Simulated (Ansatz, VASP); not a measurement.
**F (F2) in two plane-wave programs**

Wanted: the spread between two codes on one cell, functional and k mesh. The structure shown is the end of the VASP relaxation below.

Program: Ansatz 0.2.0. Level of theory: plane waves, with VASP 6.6.1 beside it; single point at PBE. Results are calculated unless marked as measured.

### Step 1. Set-up

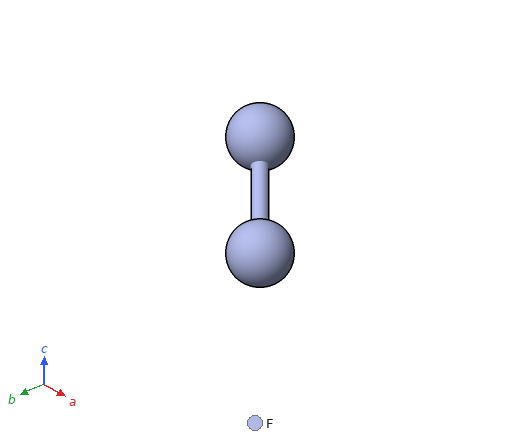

Start, viewed from a free direction; fluorine light blue.

The cell holds 2 atoms: 2 F. Cell: a = 11.000 Å, b = 11.500 Å, c = 14.000 Å, α = 90.0°, β = 90.0°, γ = 90.0°. Vacuum lies along a, b and c.

As a file:

```xyz
2
Lattice="11.0000 0.0000 0.0000 0.0000 11.5000 0.0000 0.0000 0.0000 14.0000" Properties=species:S:1:pos:R:3
F     5.5000    5.7500    6.2886
F     5.5000    5.7500    7.7114
```

### Step 2. VASP: relaxation, PBE

This run makes the geometry at which the two programs are then compared.

Lines of VASP's logs that name or quote its potential files are left out, and so is its time.

The input, INCAR:

```
SYSTEM = F
PREC = Normal
ENCUT = 400
EDIFF = 1E-05
NELM = 120
ISMEAR = 0
SIGMA = 0.01
LREAL = Auto
ALGO = Fast
GGA = PE
NBANDS = 13
LORBIT = 11
LWAVE = .FALSE.
LCHARG = .FALSE.
NCORE = 4
IBRION = 2
NSW = 20
ISIF = 2
EDIFFG = -0.03
POTIM = 0.4
MAXMIX = 40
ISYM = 0
```

The input, POSCAR:

```
F
1.0
   11.0000000000      0.0000000000      0.0000000000
    0.0000000000     11.5000000000      0.0000000000
    0.0000000000      0.0000000000     14.0000000000
F
2
Direct
    0.5000000000      0.5000000000      0.4496428600
    0.5000000000      0.5000000000      0.5503571400
```

The input, KPOINTS:

```
Automatic mesh
0
Gamma
1 1 1
0 0 0
```

PAW data sets: F (PBE family, release 64).

Command:

```bash
$ mpirun -np 4 vasp_gam
```

Numbers of over 12 decimals in the logs are rounded to 6 here.

Log:

```text
[banner, memory and clock lines left out]
running    4 mpi-ranks, on    1 nodes
 distrk:  each k-point on    4 cores,    1 groups
 distr:  one band on    4 cores,    1 groups

 POSCAR found type information on POSCAR F
 POSCAR found :  1 types and       2 ions
|                                                                             |
|               ----> ADVICE to this user running VASP <----                  |
|                                                                             |
|     You have a (more or less) 'small supercell' and for smaller cells       |
|     it is recommended to use the reciprocal-space projection scheme!        |
|     The real-space optimization is not efficient for small cells and it     |
|     is also less accurate ...                                               |
|     Therefore, set LREAL=.FALSE. in the INCAR file.                         |
|                                                                             |

 LDA part: xc-table for (Slater+PW92), standard interpolation
 POSCAR, INCAR and KPOINTS ok, starting setup
 FFT: planning ... GRIDC
 FFT: planning ... GRID_SOFT
 FFT: planning ... GRID
 WAVECAR not read
 entering main loop
       N       E                     dE             d eps       ncg     rms          rms(c)
DAV:   1     0.189296395933E+03    0.18930E+03   -0.29633E+03    34   0.491E+02
DAV:   2     0.591960876292E+02   -0.13010E+03   -0.12585E+03    52   0.987E+01
DAV:   3    -0.237328377163E+01   -0.61569E+02   -0.61260E+02    44   0.122E+02
DAV:   4    -0.443607199619E+01   -0.20628E+01   -0.20627E+01    34   0.295E+01
DAV:   5    -0.443905642305E+01   -0.29844E-02   -0.29834E-02    44   0.959E-01    0.797E+00
RMM:   6    -0.371237006767E+01    0.72669E+00   -0.24261E-01    26   0.425E+00    0.444E+00
RMM:   7    -0.355320289207E+01    0.15917E+00   -0.34089E-01    26   0.522E+00    0.508E-01
RMM:   8    -0.354937930986E+01    0.38236E-02   -0.18651E-02    26   0.129E+00    0.730E-02
RMM:   9    -0.354986685752E+01   -0.48755E-03   -0.15927E-03    26   0.346E-01    0.404E-02
RMM:  10    -0.355034545660E+01   -0.47860E-03   -0.35560E-04    26   0.157E-01    0.175E-02
RMM:  11    -0.355051922309E+01   -0.17377E-03   -0.73600E-05    25   0.606E-02    0.698E-03
RMM:  12    -0.355072956516E+01   -0.21034E-03   -0.38456E-05    24   0.394E-02    0.612E-03
RMM:  13    -0.355080766342E+01   -0.78098E-04   -0.11877E-05    19   0.247E-02    0.534E-03
RMM:  14    -0.355095831884E+01   -0.15066E-03   -0.16733E-05    19   0.201E-02    0.217E-03
RMM:  15    -0.355098790341E+01   -0.29585E-04   -0.39002E-06    19   0.126E-02    0.200E-03
RMM:  16    -0.355101443023E+01   -0.26527E-04   -0.17332E-06    17   0.745E-03    0.121E-03
RMM:  17    -0.355102777613E+01   -0.13346E-04   -0.60379E-07    18   0.604E-03    0.620E-04
RMM:  18    -0.355103379333E+01   -0.60172E-05    0.00000E+00    12   0.302E-03
   1 F= -.35510338E+01 E0= -.35510338E+01  d E =-.355103E+01
 curvature:   0.00 expect dE= 0.000E+00 dE for cont linesearch  0.000E+00
 trial: gam= 0.00000 g(F)=  0.181E-01 g(S)=  0.000E+00 ort = 0.000E+00 (trialstep = 0.100E+01)
 search vector abs. value=  0.181E-01
 bond charge predicted
       N       E                     dE             d eps       ncg     rms          rms(c)
DAV:   1    -0.353944250637E+01    0.11585E-01   -0.55090E+00    36   0.206E+01    0.743E-01
RMM:   2    -0.353734677567E+01    0.20957E-02   -0.58176E-02    26   0.217E+00    0.532E-01
RMM:   3    -0.354280786707E+01   -0.54611E-02   -0.90757E-03    26   0.893E-01    0.142E-01
RMM:   4    -0.354250505517E+01    0.30281E-03   -0.50535E-03    26   0.567E-01    0.479E-02
RMM:   5    -0.354362823958E+01   -0.11232E-02   -0.87570E-04    26   0.247E-01    0.529E-02
RMM:   6    -0.354366962573E+01   -0.41386E-04   -0.19940E-04    26   0.113E-01    0.481E-03
RMM:   7    -0.354371188490E+01   -0.42259E-04   -0.50382E-05    25   0.559E-02    0.126E-02
RMM:   8    -0.354374817063E+01   -0.36286E-04   -0.19471E-05    19   0.366E-02    0.347E-03
RMM:   9    -0.354375806958E+01   -0.98990E-05   -0.11931E-06    19   0.852E-03
   2 F= -.35437581E+01 E0= -.35437581E+01  d E =0.727572E-02
 trial-energy change:    0.007276  1 .order    0.006291   -0.018066    0.030649
 step:   0.3435(harm=  0.3709)  dis= 0.00641  next Energy=    -3.554097 (dE=-0.306E-02)
 bond charge predicted
       N       E                     dE             d eps       ncg     rms          rms(c)
DAV:   1    -0.355208679281E+01   -0.83386E-02   -0.23671E+00    26   0.135E+01    0.481E-01
RMM:   2    -0.355246342907E+01   -0.37664E-03   -0.26939E-02    26   0.150E+00    0.686E-02
RMM:   3    -0.355397962664E+01   -0.15162E-02   -0.18337E-03    26   0.405E-01    0.160E-02
RMM:   4    -0.355409165950E+01   -0.11203E-03   -0.15839E-04    24   0.106E-01    0.746E-03
RMM:   5    -0.355410300532E+01   -0.11346E-04   -0.22751E-05    21   0.393E-02    0.377E-03
RMM:   6    -0.355410361161E+01   -0.60630E-06   -0.45323E-06    19   0.157E-02
   3 F= -.35541036E+01 E0= -.35541036E+01  d E =-.306982E-02
 curvature:  -0.19 expect dE=-0.596E-07 dE for cont linesearch -0.596E-07
 trial: gam=-0.00420 g(F)=  0.322E-06 g(S)=  0.000E+00 ort = 0.763E-04 (trialstep = 0.869E+00)
 search vector abs. value=  0.106E-09
 reached required accuracy - stopping structural energy minimisation
```

From OUTCAR (step 2):

```text
ion  position               nearest neighbor table
   1  0.500  0.500  0.450-   2 1.41
   2  0.500  0.500  0.550-   1 1.41

 Found      1 irreducible k-points:

   k-points           NKPTS =      1   k-points in BZ     NKDIM =      1   number of bands    NBANDS=     13

   dimension x,y,z NGX =    54 NGY =   56 NGZ =   70
   dimension x,y,z NGXF=   108 NGYF=  112 NGZF=  140

   ENCUT  =  400.0 eV  29.40 Ry    5.42 a.u.  17.94 18.75 22.83*2*pi/ulx,y,z

   NELECT =      14.0000    total number of electrons

 k-points in reciprocal lattice and weights: Automatic mesh
   0.00000000  0.00000000  0.00000000       1.000

 average (electrostatic) potential at core
       1 -88.0985       2 -88.0985

 E-fermi :  -9.3922

 k-point     1 :       0.0000    0.0000    0.0000
  band No.  band energies     occupation
    ...
      3     -15.4026      2.00000
      4     -12.7344      2.00000
      5     -12.7329      2.00000
      6      -9.4402      2.00000
      7      -9.4386      2.00000
      8      -6.1018      0.00000
      9      -0.2861      0.00000
     10       0.5076      0.00000
     11       0.5819      0.00000
     12       0.9141      0.00000
    ...

  Total       -2.9139246     -2.8466533     -1.8343005      0.0000006     -0.0000013      0.0000005
  in kB       -2.6361513     -2.5752927     -1.6594436      0.0000006     -0.0000011      0.0000005
  external PRESSURE =      -2.2902959 kB  Pullay stress =       0.0000000 kB

  energy-cutoff  :      400.00
  volume of cell :     1771.00
      direct lattice vectors                 reciprocal lattice vectors
    11.000000000  0.000000000  0.000000000     0.090909091  0.000000000  0.000000000
     0.000000000 11.500000000  0.000000000     0.000000000  0.086956522  0.000000000
     0.000000000  0.000000000 14.000000000     0.000000000  0.000000000  0.071428571

 POSITION                                       TOTAL-FORCE (eV/Angst)
 -----------------------------------------------------------------------------------
      5.50000      5.75000      6.28859        -0.000000      0.000001     -0.002042
      5.50000      5.75000      7.71141         0.000000     -0.000001      0.002042
 -----------------------------------------------------------------------------------
    total drift:                                0.000001     -0.000004     -0.000011

  FREE ENERGIE OF THE ION-ELECTRON SYSTEM (eV)
  ---------------------------------------------------
  free  energy   TOTEN  =        -3.5541036116 eV

  energy  without entropy=       -3.5541036116  energy(sigma->0) =       -3.55410361

 reached required accuracy - stopping structural energy minimisation

 total charge
# of ion       s       p       d       tot
------------------------------------------
    1        1.800   4.129   0.000   5.929
    2        1.800   4.129   0.000   5.929
--------------------------------------------------
tot          3.600   8.258   0.000  11.858
```

### Step 3. Ansatz: single point, PBE

Ansatz runs on its default PAW (the set named soft_2) files.

The same cell, functional, mesh and smearing now go to Ansatz, which takes its cutoff from its data sets.

The input, input.yaml:

```yaml
crystal:
  lattice:
    - [11.0, 0.0, 0.0]
    - [0.0, 11.5, 0.0]
    - [0.0, 0.0, 14.0]
  atoms:
    - { symbol: F, position: [0.5, 0.5, 0.44918473] }
    - { symbol: F, position: [0.5, 0.5, 0.55081527] }
hamiltonian:
  xc: pbe
  pseudopotentials: { kind: paw }
kpoints:
  mp_grid: { grid: [1, 1, 1] }
scf:
  occupations: { method: gaussian, width: 0.01 }
  n_extra_bands: 4
output:
  forces: true
  eigenvalues: true
```

Command:

```bash
$ ansatz run input.yaml --threads 8 --pin off --max-ram 18432MiB --backend cpu --events-out ev --progress --plain --runs-dir out
```

Log:

```text
scf.n_extra_bands = 4 over 7 filled bands (N_el = 14.0): the run solves 11 bands
Engine: ansatz 0.2.0, aarch64-unknown-linux-gnu
Pseudopotentials: kind: paw
Pseudopotential: F, paw, valence charge 7, recommended cutoff 420 eV (normal), F.paw.azcp
Functional definition: PBE
  parameter kappa = 0.804
  parameter beta = 0.066725
  exchange = pbe_x(kappa = kappa, mu = beta*pi^2/3)
  correlation = pbe_c(beta = beta)
Crystal: 2 atoms, lattice volume = 1771.000 Å³
Basis set: ecut = 420 eV, 34701 PW (Γ), exchange–correlation on 150×160×192 points (8 copies of the dense FFT grid, shifted against one another)
Bands: 11, of which v1, the nominal top of the filled ones, is band 7 counted from 1 (6 counted from 0)
Symmetry: 8 space group operations
Space group: Pmmm (ITA 47), of the structure as read, at distance tolerance 1.2e-4 Å
k-points: 1
Non-local potential: F, projectors of the file, l = 0: 2, l = 1: 2, l = 2: 1
PAW form: soft (Blöchl's): semilocal exchange-correlation on the pseudo side does not see the compensation charge
PAW one-centre angular grid: F, 110 points (default); XC on 64 Gauss nodes
Initial density: superposition of atomic densities (neutral atoms: chi_scale 0, normalization atom), corrected by the library's trained network
Initial wavefunctions: pseudopotential atomic-orbital guess
Functional: x = pbe(κ = 0.804, μ = 0.219515), c = pbe(β = 0.066725)
SCF iter   1: F=—  HF=-1611.183950 eV  |F-HF|=—  |Δ(HF+E_count)|=         —  Δρ=2.30e-4  dr2=1.03e-4  ethr=1.77e-3  ⟨swp⟩=5.0  Hψ=68  notcnv=0
preconditioner: auto → Resta (q_TF=auto, 1.218 Å⁻¹)  ε∞=1.1  [insulator: Δε(μ)=3.488 eV  Ē_g=10.583 eV  σ=0.010 eV  W_gap=1.00  n_scr=52 (ndim 8)  ℏωp=2.8 eV  f_vac=0.958  D(μ)=0.00/eV (n_scr^D=0)  ε∞_Penn≈1.1  vacuum switching on, ρ_ref=8.1e-3 e/Å³]
SCF iter   2: F=—  HF=-1611.185454 eV  |F-HF|=—  |Δ(HF+E_count)|=   1.50e-3  Δρ=1.32e-4  dr2=4.79e-5  ethr=7.34e-7  ⟨swp⟩=4.0  Hψ=35  notcnv=0
SCF iter   3: F=—  HF=-1611.185894 eV  |F-HF|=—  |Δ(HF+E_count)|=   4.40e-4  Δρ=5.38e-5  dr2=6.39e-6  ethr=3.42e-7  ⟨swp⟩=4.0  Hψ=26  notcnv=0
SCF iter   4: F=—  HF=-1611.186052 eV  |F-HF|=—  |Δ(HF+E_count)|=   1.58e-4  Δρ=1.02e-5  dr2=6.70e-7  ethr=4.56e-8  ⟨swp⟩=4.0  Hψ=28  notcnv=0
SCF iter   5: F=—  HF=-1611.186053 eV  |F-HF|=—  |Δ(HF+E_count)|=   1.27e-6  Δρ=4.03e-6  dr2=1.06e-7  ethr=4.79e-9  ⟨swp⟩=3.0  Hψ=19  notcnv=0
SCF iter   6: F=-1611.186054 eV  HF=-1611.186054 eV  |F-HF|=1.74e-8  |Δ(HF+E_count)|=   1.58e-7  Δρ=1.32e-6  dr2=1.13e-8  ethr=7.14e-10  ⟨swp⟩=8.0  Hψ=54  notcnv=0
SCF 1 converged in 6 iterations: F = -1611.186054 eV  dr2 = 1.13e-8
  greatest PAW one-centre occupation: 0.939 electrons in one spin orbital (limit 2), on the F atom at site 1 (counted from 0), in its partial waves of l = 0
SCF converged after 6 iterations
Free energy (F): -1611.186054 eV
Harris-Foulkes:  -1611.186054 eV  (|F-HF|=1.74e-8)
Internal energy: -1611.186054 eV  (E = F + TS)
E sigma→0 (E₀):  -1611.186054 eV
Fermi energy:    -7.641401 eV
--- Per-component energies (eV) ---
  E_band       = -241.742559
  E_kinetic    = 403.262690
  E_local      = -3093.256764  (includes V_loc(G=0)·N_el)
  E_nonlocal   = 146.790700
  E_hartree    = 1314.885046
  E_xc         = -155.999251
  E_vxc        = -199.779287  (∫ρ·V_xc dr)
  E_paw        = -398.172796  (= ΣΔE_a)
  E_vpaw       = -128.530145  (= ΣTr[D̂ρ^β])
  E_aug_tail   = 0.004021  (compensation charges beyond the density's cutoff)
  E_ewald      = 171.300300
  E_smearing   = -0.000000  (= −TS)
  E_closure    = -0.000000  (closes the sum)
  Σ components = -1611.186054   (vs F -1611.186054, Δ=0.00e0)
--- Forces (eV/Å), atoms counted from 1 ---
  atom   1  F      0.00000000     0.00000000     0.30182608
  atom   2  F      0.00000000     0.00000000    -0.30182608
  max |Σ_I F_I| component: 0.00e0 eV/Å
--- Band table (eV) ---
  k-point 0: bands = [... 3 lower, -12.6812, -12.6811, -9.3873, -9.3872, -5.8957, -0.2261, 0.5764, 0.6362]
```

It took 1.4 s on 8 threads of Arm Neoverse V1, shared host; peak memory 0.84 GiB; 5.7 s of CPU time.

### Step 4. Comparison

Known differences besides the PAW data sets themselves: the cutoff is 420 eV in Ansatz and 400 eV in VASP (PREC = Normal, projectors in real space); VASP leaves aspherical gradient terms in its spheres out (LASPH is not set), Ansatz keeps them. Total energies have different zeros and are not compared.

Compared:

```tsv
quantity	Ansatz	VASP	difference
gap on the k mesh (eV)	3.491	3.337	+0.155
```

At this near-relaxed geometry the largest component of a force difference is 304 meV/Å.

### Step 5. Looking for the cause

The difference is large enough to ask for its cause, so further runs change the set-up of one program at a time, as the table lists.

```tsv
run	r.m.s. force difference (meV/Å)
as above	175
Ansatz's larger PAW set (cutoff 1300 eV)	205
norm-conserving potentials (cutoff 1320 eV)	120
```

### Step 6. Outcome

```
r.m.s. force difference (single point, PBE)         : 175 meV/Å
difference in gap on the k mesh (single point, PBE) : 0.15 eV
```

**Reading.** The r.m.s. force difference is 175 meV/Å (single point, PBE), beyond the 12 meV/Å picked in this series as the mark of a large difference. Also far apart in the single point, PBE pair: the difference in gap on the k mesh, 0.15 eV. For single point, PBE: norm-conserving potentials (cutoff 1320 eV) cuts the r.m.s. force difference from 175 to 120 meV/Å; whether that points to the cause isn't shown, since only Ansatz's side was varied. Differences of this kind measure data sets and numerical settings, not the functional's error against experiment.

[Lines on the potential files, build, host, timing and source positions are cut from VASP's logs without a mark.]

[Logs are printed without paths, hosts, clocks, repeated set-up lines and the standing remarks that a program may print on its own settings, such as how far it seeks lower states.]

[Hosts, paths, dates, database ids (printed as entryN), source tags and the programs' standing remarks are cut or masked in the printed files.]
